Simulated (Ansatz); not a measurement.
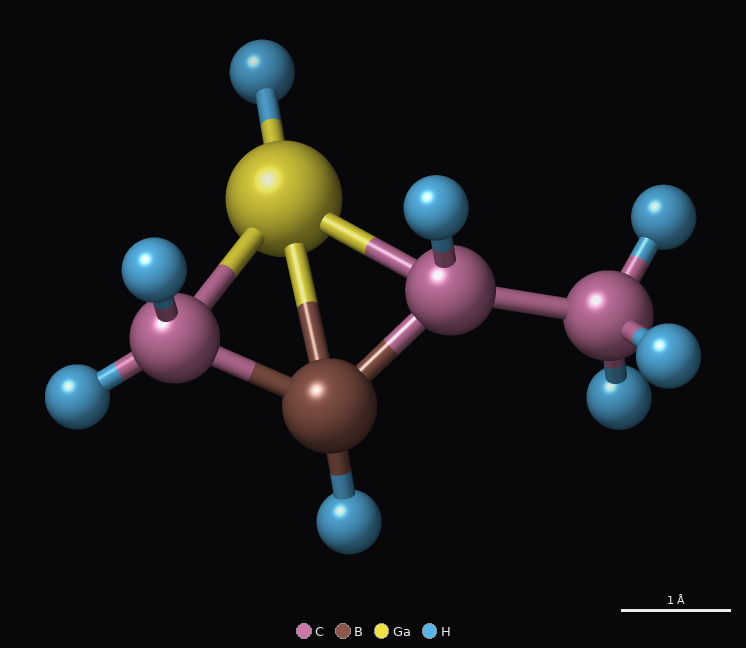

A ball-and-stick model of a molecule.

Identify the structure.

The molecule is C₃H₈BGa. The point group is C1. Coordination, clear cases only: 1 C tetrahedral.

The parts below concern this one geometry. Atoms keep their numbers from picture to picture. The computed structure is the end point of a PBE0-D4/def2-TZVP optimisation. No frequency run is at hand to confirm it as a minimum.

## Shape

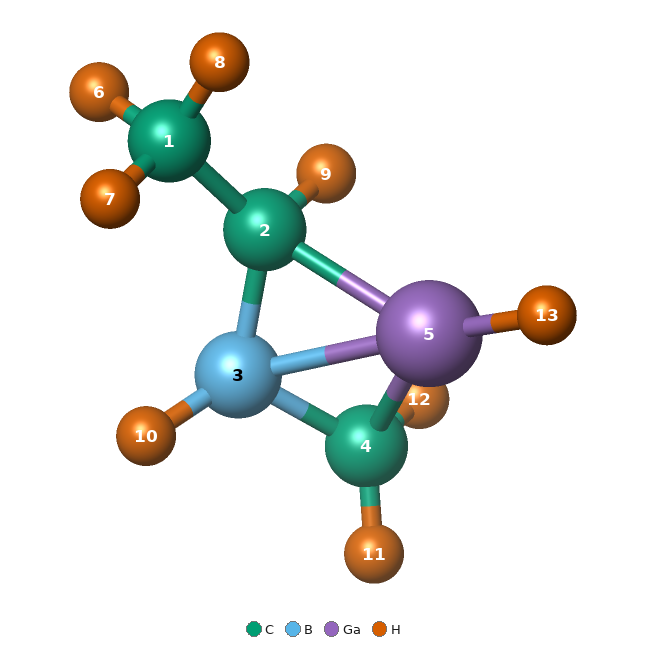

No frequency run is at hand to confirm it as a minimum.

Estimate the angles C1–C2–B3, C1–C2–Ga5, C2–B3–Ga5, C2–Ga5–C4, C2–Ga5–H13, B3–C2–Ga5, B3–C4–H11, B3–C4–H12, C4–B3–H10, Ga5–C2–H9, Ga5–B3–H10, Ga5–C4–H12.

```tsv
angle	degrees
C1–C2–B3	125.8
C1–C2–Ga5	132.3
C2–B3–Ga5	63.0
C2–Ga5–C4	79.2
C2–Ga5–H13	137.7
B3–C2–Ga5	74.7
B3–C4–H11	122.2
B3–C4–H12	117.0
C4–B3–H10	121.8
Ga5–C2–H9	89.9
Ga5–B3–H10	125.9
Ga5–C4–H12	100.8
```

## Electronic properties

No frequency run is at hand to confirm it as a minimum. Method: RKS ωB97X-V/def2-TZVPP (Ansatz 0.2.0).

What does the calculation give?

- HOMO energy (Kohn–Sham orbital): −8.64 eV
- LUMO energy (Kohn–Sham orbital): 0.36 eV
- HOMO–LUMO gap: 9.00 eV

## Dipole moment

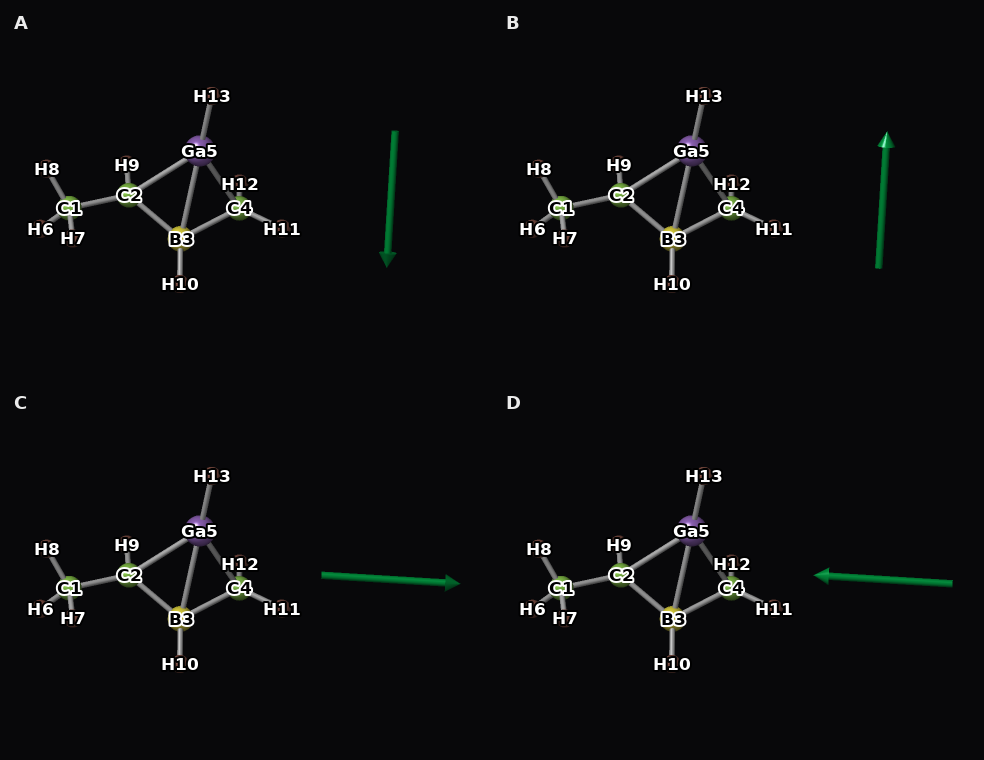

The same molecule four times, each with an arrow. No frequency run is at hand to confirm it as a minimum. Properties computed with RKS PBE0-D4/def2-TZVP (Ansatz 0.2.0).

**Which arrow points along the dipole moment, from the negative to the positive end?**

B. The dipole moment is 1.59 D; it points from the side of H10 to the side of H13 (the outermost atoms at the two ends).

## Charges

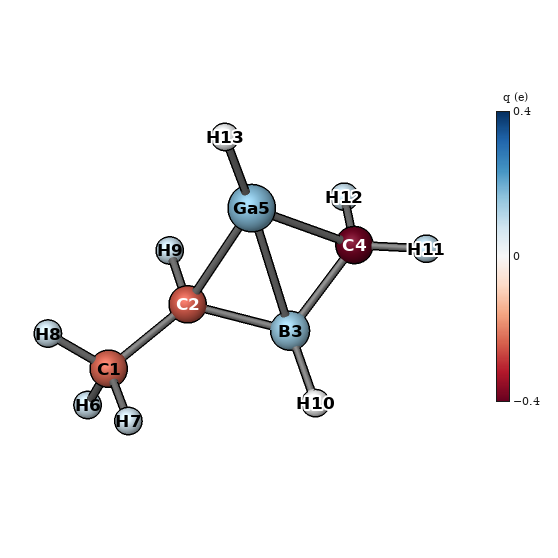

Atoms are coloured by their Mulliken charges. No frequency run is at hand to confirm it as a minimum. Properties computed with RKS B3LYP-D4/def2-TZVPP (Ansatz 0.2.0).

Give the Mulliken charges atom by atom.

| atom | value (e) |
| --- | --- |
| C1 | −0.23 |
| C2 | −0.25 |
| B3 | 0.15 |
| C4 | −0.39 |
| Ga5 | 0.17 |
| H6 | 0.08 |
| H7 | 0.08 |
| H8 | 0.08 |
| H9 | 0.09 |
| H10 | 0.00 |
| H11 | 0.11 |
| H12 | 0.09 |
| H13 | 0.01 |

Mulliken values depend strongly on the basis set and can even reverse the polarity of a bond.
